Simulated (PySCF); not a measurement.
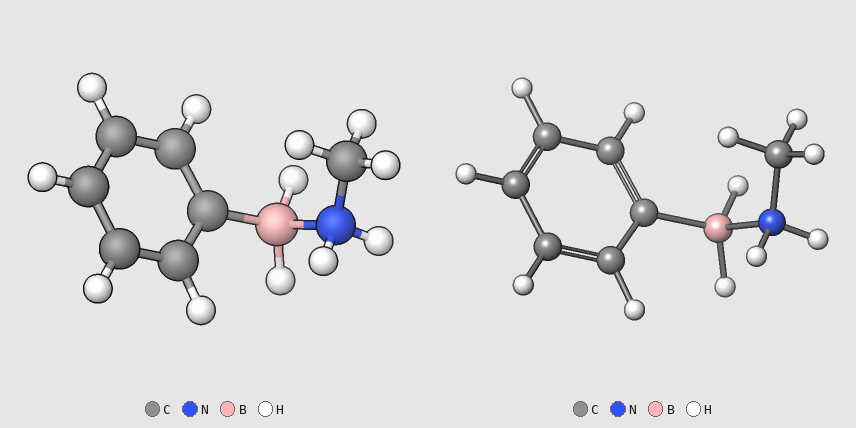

The same structure drawn twice, from different directions.

Question: What is the molecular formula?

Answer: C7H12BN, 21 atoms: 7 carbon, 12 hydrogen, 1 boron and 1 nitrogen.

Question: Which point group does it belong to?

Answer: C1.

Question: Does it have rings?

Answer: Independent rings (smallest set): 1 of 6 members, 1 of them aromatic.

Question: How many bonds of each kind are drawn?

Answer: 8 C–H, 6 C–C, 2 N–H, 2 B–H, 1 C–N, 1 B–N, 1 C–B.

Question: What is its SMILES?

Answer: C[NH2+][BH2-]c1ccccc1

More results for the same structure follow; atom numbers are the same in all pictures, views and colours differ. The computed structure is the end point of a PBE0-D3(BJ)/def2-SVP optimisation. No frequency run is at hand to confirm it as a minimum.

**Core levels**

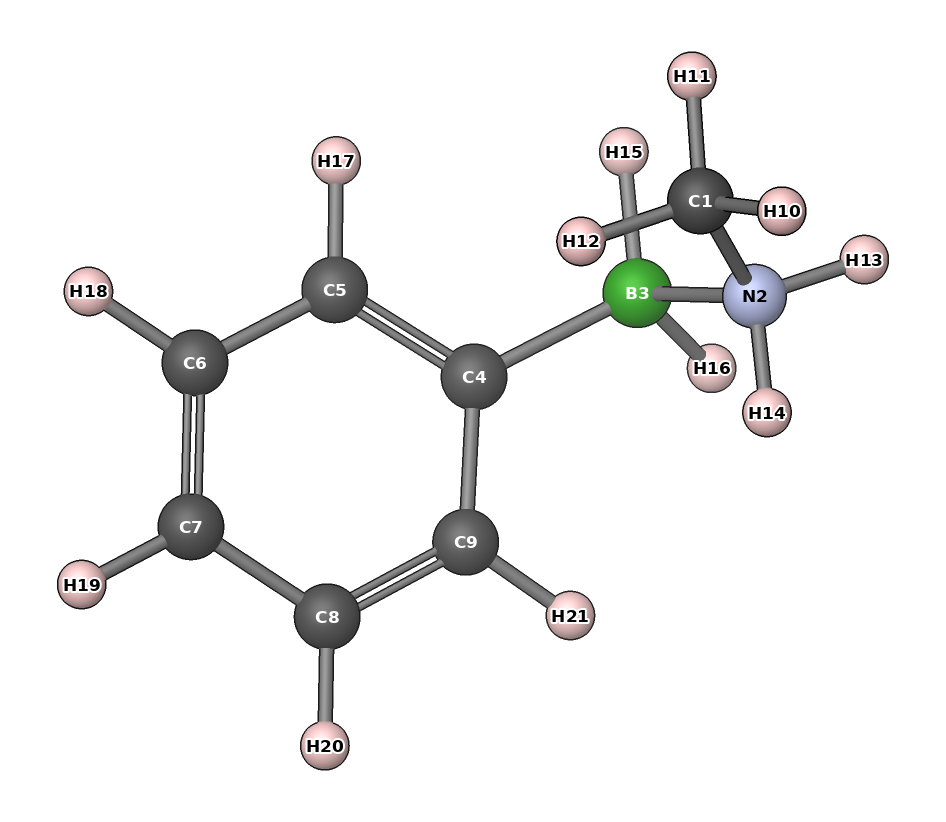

No frequency run is at hand to confirm it as a minimum. Method: delta-SCF UKS SCAN, pcX-2 on the ionised atom, pcseg-1 elsewhere, spin-free X2C (PySCF 2.14.0).

Give the core-electron binding energies (to vacuum) of C1 1s, N2 1s, B3 1s, C4 1s, C5 1s, C6 1s, C7 1s.

| atom | level | binding energy (eV) |
| --- | --- | --- |
| C1 | 1s | 292.4 |
| N2 | 1s | 407.4 |
| B3 | 1s | 193.7 |
| C4 | 1s | 288.9 |
| C5 | 1s | 289.4 |
| C6 | 1s | 289.6 |
| C7 | 1s | 289.6 |

**Ring current**

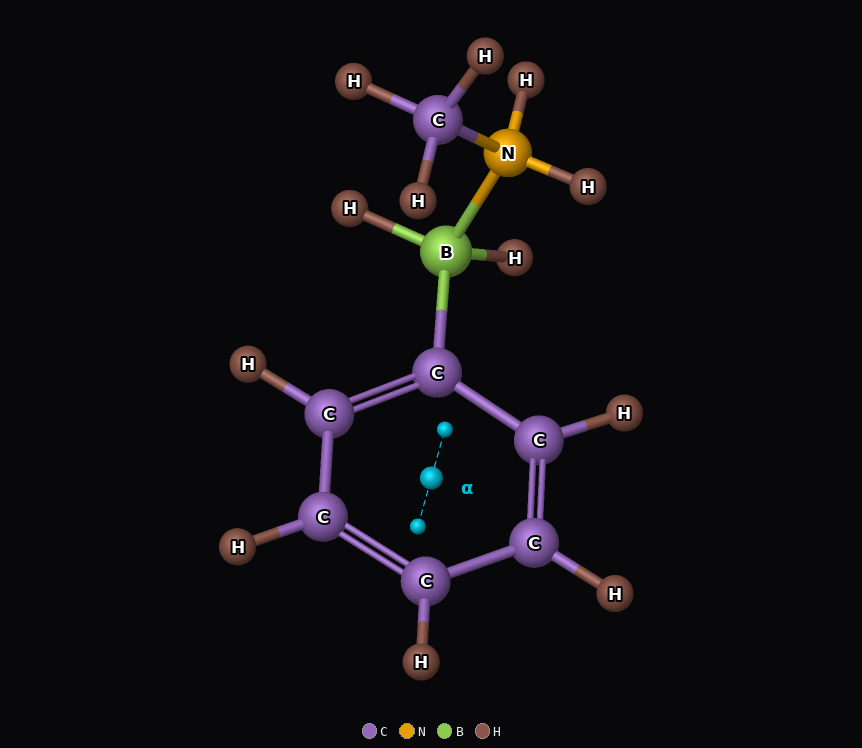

The small points mark where nucleus-independent chemical shifts (NICS) were computed: at the centre of each lettered ring and 1 Å above and below it. No frequency run is at hand to confirm it as a minimum. Properties computed with GIAO CAM-B3LYP/pcSseg-1 NMR shielding, non-relativistic, gas phase (PySCF 2.14.0).

Give NICS(0), NICS(1) and the out-of-plane component NICS(1)zz for each ring (means of the two sides).

```tsv
ring	members	NICS(0)	NICS(1)	NICS(1)zz
α	C6	−7.8	−11.1	−28.8
```

Values in ppm.

Question: What do the values say about the ring currents?

Answer: Ring α: diatropic, as in an aromatic ring. NICS is one index among several.

**NMR shielding**

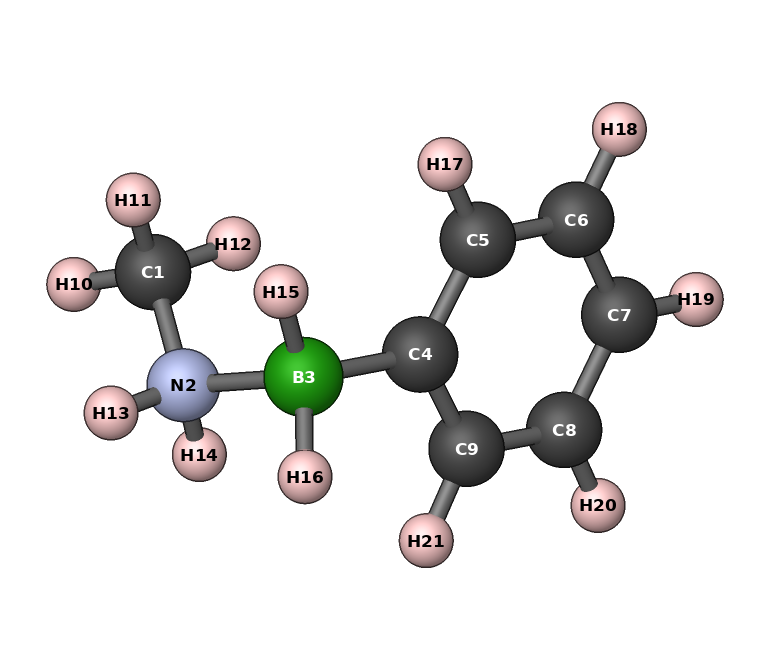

No frequency run is at hand to confirm it as a minimum. Properties computed with GIAO PBE0/pcSseg-1 NMR shielding, non-relativistic, gas phase (PySCF 2.14.0). Principal shieldings σ11 ≤ σ22 ≤ σ33, span Ω = σ33 − σ11, skew κ = 3(σiso − σ22)/Ω.

Give the shielding tensors of the B atoms.

```json
{"atom": "B3", "σ11": "107.7", "σ22": "112.2", "σ33": "119.3", "σiso": "113.1", "Ω": "11.6", "κ": "0.24"}
```

Shieldings and span in ppm.
